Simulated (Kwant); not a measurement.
Device: In0.53Ga0.47As/InP stack with 2 barriers. One parabolic valley. Leads of mass 0.041 mₑ with the band edge at 0; grid 0.1 nm; bias swept from 0.01 to 0.375 V, dropping linearly over the stack. Emitter Fermi level 0.015 eV, 77 K, equal in the collector.

```
layer  thickness (nm)  band offset (eV)  mass (mₑ)
-----  --------------  ----------------  ---------
1                 2.8              0.25       0.08
2                 5.9                 0      0.041
3                 3.6              0.25       0.08
```

The device is made up for the run: typed textbook-type constants, with dimensions and the other settings drawn at random.

Model: one-band effective-mass tight-binding model in one dimension, coherent, no space charge, current by the Tsu-Esaki formula (Kwant).

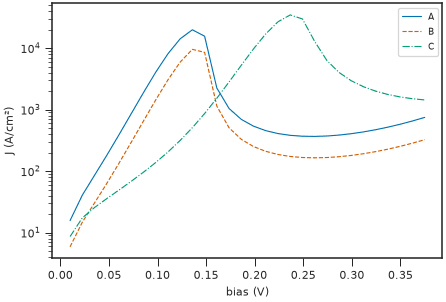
J (A/cm²) of 3 runs

```csv
bias (V),A,B,C
0.01000,15.7,5.87,8.61
0.02259,40.5,14.7,17.3
0.04776,180,62.8,35.6
0.07293,856,294,68.1
0.08552,1880,650,95.8
0.1107,8050,3030,204
0.1359,19800,9530,508
0.1484,15600,8500,861
0.1736,1040,505,2810
0.1988,537,250,9700
0.2240,407,186,26700
0.2366,381,173,34500
0.2617,366,164,12800
0.2869,385,171,4000
0.2995,405,180,2930
0.3247,471,207,1990
0.3498,578,253,1600
0.3750,746,324,1430
```

Column A is the base. The others each differ by one change: Fermi level in the emitter 0.015 → 0.0075 eV; width of the first well 5.9 → 3.5 nm. Which is which?

B: Fermi level in the emitter 0.015 → 0.0075 eV; C: width of the first well 5.9 → 3.5 nm.
